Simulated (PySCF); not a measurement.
# One shape, several levels: SnGeH6 (SMILES [GeH3][SnH3])

Aim: a comparison of 3 runs (CAM-B3LYP/def2-SVP, wB97M-V/def2-SVP, wB97X/def2-SVP) of SnGeH6. Input form: a Python script.

Program for the calculation: PySCF 2.14.0.

1 further run of the same task is left out (set aside as unsound or not needed).

## (1) Starting point

SnGeH6 has 8 atoms, charge 0, and is taken as a singlet. As SMILES, `[GeH3][SnH3]`. The coordinates come from a PBE0-D4/def2-TZVP relaxation.

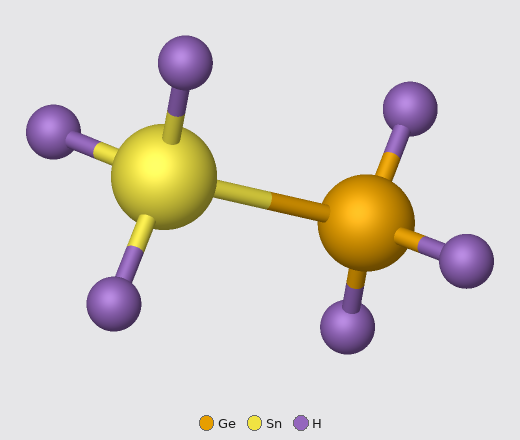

Viewed from a chosen angle; germanium amber, tin yellow, hydrogen purple.

## (2) The energy at CAM-B3LYP/def2-SVP (core potential) (run 1)

calc.py

```python
from pyscf import gto, dft

mol = gto.Mole()
mol.atom = [
    ('Ge', (-0.754100, 0.285800, -1.041300)),
    ('Sn', (0.751500, -0.290300, 0.992300)),
    ('H', (-1.830800, 1.307300, -0.639500)),
    ('H', (-1.453400, -0.978600, -1.567000)),
    ('H', (0.087500, 0.886500, -2.179300)),
    ('H', (-0.187600, -0.932800, 2.265200)),
    ('H', (1.931000, -1.444200, 0.553800)),
    ('H', (1.547900, 1.109100, 1.560100)),
]
mol.verbose = 3
mol.max_memory = 1860
mol.spin = 0
mol.charge = 0
mol.basis = 'def2-svp'
mol.ecp = {'Sn': 'def2-svp'}
mol.build()

ks = dft.RKS(mol)
ks.xc = 'cam-b3lyp'
ks.conv_tol = 1e-10
ks.grids.level = 5
ks.kernel()
if not ks.converged:
    ks = ks.newton().run(ks.mo_coeff, ks.mo_occ)

energy = ks.e_tot
print('Final energy', energy)
```

Command:

```
OMP_NUM_THREADS=1 python calc.py
```

The log of the run:

```text
converged SCF energy = -2294.71076874474
Final energy -2294.7107687447365
```

It took 18 s on 1 thread of Intel Xeon 6975P-C (Granite Rapids), shared host; peak memory 0.46 GiB.

## (3) The energy at wB97M-V/def2-SVP (core potential) (run 2)

calc.py

```python
from pyscf import gto, dft

mol = gto.M(
    atom='''
Ge    -1.425042     0.540084    -1.967772
Sn     1.420129    -0.548587     1.875175
H     -3.459711     2.470439    -1.208480
H     -2.746528    -1.849286    -2.961201
H      0.165351     1.675242    -4.118280
H     -0.354513    -1.762737     4.280608
H      3.649061    -2.729142     1.046530
H      2.925107     2.095895     2.948162
''',
    spin=0,
    ecp={'Sn': 'def2-svp'},
    basis='def2-svp',
    verbose=3,
    max_memory=1860,
    unit='bohr',
)

myscf = dft.RKS(mol, xc='wb97m-v')
myscf.grids.level = 5
myscf.nlcgrids.level = 1
myscf.conv_tol = 1e-10
myscf.kernel()
if not myscf.converged:
    myscf = myscf.newton().run(myscf.mo_coeff, myscf.mo_occ)

e_tot = myscf.e_tot
print('Final energy', e_tot)
```

Command:

```
OMP_NUM_THREADS=1 python calc.py
```

The log of the run:

```text
converged SCF energy = -2294.42159277729
Final energy -2294.421592777291
```

Run time: 60 s. Hardware: 1 thread of Intel Xeon 6975P-C (Granite Rapids), shared host; peak memory 0.46 GiB.

## (4) The energy at wB97X/def2-SVP (core potential) (run 3)

mol.xyz

```xyz
8

Ge    -0.754100     0.285800    -1.041300
Sn     0.751500    -0.290300     0.992300
H     -1.830800     1.307300    -0.639500
H     -1.453400    -0.978600    -1.567000
H      0.087500     0.886500    -2.179300
H     -0.187600    -0.932800     2.265200
H      1.931000    -1.444200     0.553800
H      1.547900     1.109100     1.560100
```

run.py

```python
from pyscf import gto, dft

mol = gto.M(
    atom='mol.xyz',
    max_memory=1860,
    basis='def2-svp',
    ecp={'Sn': 'def2-svp'},
    verbose=3,
)

ks = dft.RKS(mol)
ks.xc = 'wb97x'
ks.conv_tol = 1e-10
ks.grids.level = 5
ks.kernel()
if not ks.converged:
    ks = ks.newton().run(ks.mo_coeff, ks.mo_occ)

e_tot = ks.e_tot
print(f'total energy: {e_tot:.8f} hartree')
```

Command:

```
OMP_NUM_THREADS=1 python run.py
```

The log of the run:

```text
converged SCF energy = -2294.70187615396
total energy: -2294.70187615 hartree
```

It took 17 s on 1 thread of Intel Xeon 6975P-C (Granite Rapids), shared host; peak memory 0.46 GiB.

## (5) All runs side by side

| run | level | nlc grid | energy (Eh) | dipole moment (D) | HOMO energy (eV) | LUMO energy (eV) | wall time |
| --- | --- | --- | --- | --- | --- | --- | --- |
| 1 | CAM-B3LYP/def2-SVP (core potential) | – | -2294.710769 | 0.10 | -9.09 | 1.09 | 18 s |
| 2 | wB97M-V/def2-SVP (core potential) | 1 | -2294.421593 | 0.07 | -9.87 | 1.91 | 60 s |
| 3 | wB97X/def2-SVP (core potential) | – | -2294.701876 | 0.09 | -10.05 | 2.11 | 17 s |

## (6) Summary of results

```
            quantity           value
 run 3: total energy  -2294.70188 Eh
run 3: dipole moment          0.09 D
  run 3: HOMO energy       -10.05 eV
  run 3: LUMO energy         2.11 eV
run 3: HOMO–LUMO gap        12.16 eV
```

The dipole moment (its size) runs from 0.07 D (wB97M-V/def2-SVP) to 0.10 D (CAM-B3LYP/def2-SVP). The HOMO–LUMO gap runs from 10.18 eV (CAM-B3LYP/def2-SVP) to 12.16 eV (wB97X/def2-SVP). Totals of different functionals can't be ranked against each other. All runs together took 95 s, the longest 60 s.
